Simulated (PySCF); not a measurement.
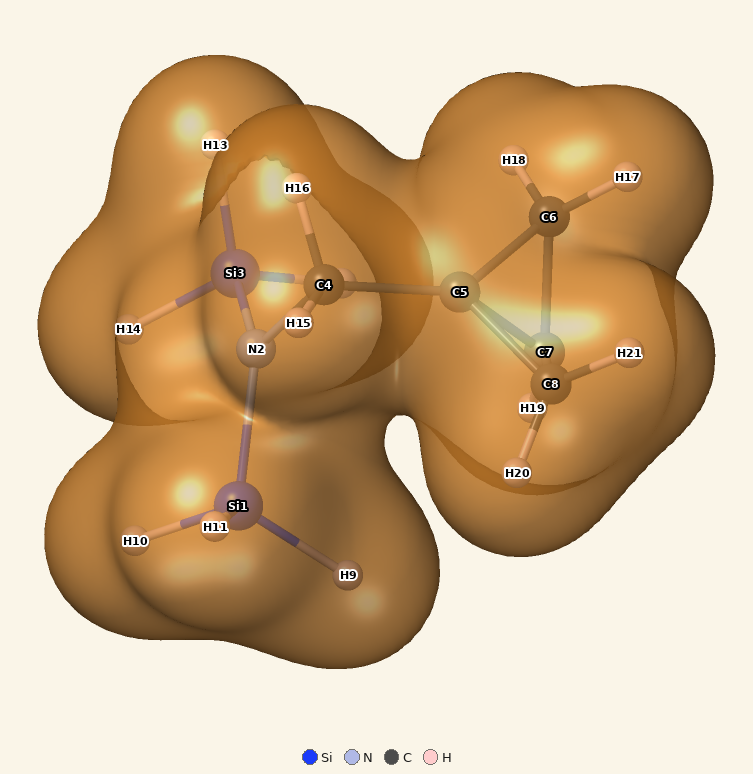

Figure. C5H13NSi2. Isosurface of the total electron density at 0.05 e/Å³ (orange), seen at a tilt.

Geometry: GFN2-xTB.

Method: PySCF 2.14.0, PBE0/pcSseg-1, SCF density, gas phase, non-relativistic.

```xyz
21

Si    1.6143   -1.6577    0.4698
N     1.3478   -0.0494   -0.1253
Si    1.7594    1.3778    0.7725
C     0.4092    0.1029   -1.2278
C    -1.0235    0.1262   -0.8147
C    -1.9166    1.2374   -0.3477
C    -1.7449    0.0063    0.4821
C    -2.0232   -0.9736   -0.6115
H     0.5471   -2.1210    1.3689
H     2.8848   -1.6270    1.1853
H     1.6593   -2.5249   -0.7099
H     0.7625    1.7216    1.7969
H     1.8349    2.4622   -0.2089
H     3.0456    1.1084    1.4047
H     0.5578   -0.7236   -1.9306
H     0.6388    1.0344   -1.7556
H    -2.8633    1.4002   -0.8539
H    -1.4436    2.1490   -0.0030
H    -1.4378   -0.1281    1.4959
H    -1.6418   -1.9811   -0.4966
H    -2.9756   -0.9232   -1.1302
```

> How is the density connected at this value?

At this value the surface is in one piece. It bridges the sampled C–N (1.46 Å), C–C (1.49 Å), Si–N (1.74 Å) and C–H (1.07 Å) contacts, where the density stays above the isovalue. On the grid the lowest density along these lines, outside the cores, is 1.8 e/Å³ (C–N, 1.46 Å), 1.5 e/Å³ (C–C, 1.49 Å), 0.9 e/Å³ (Si–N, 1.74 Å) and 1.9 e/Å³ (C–H, 1.07 Å).
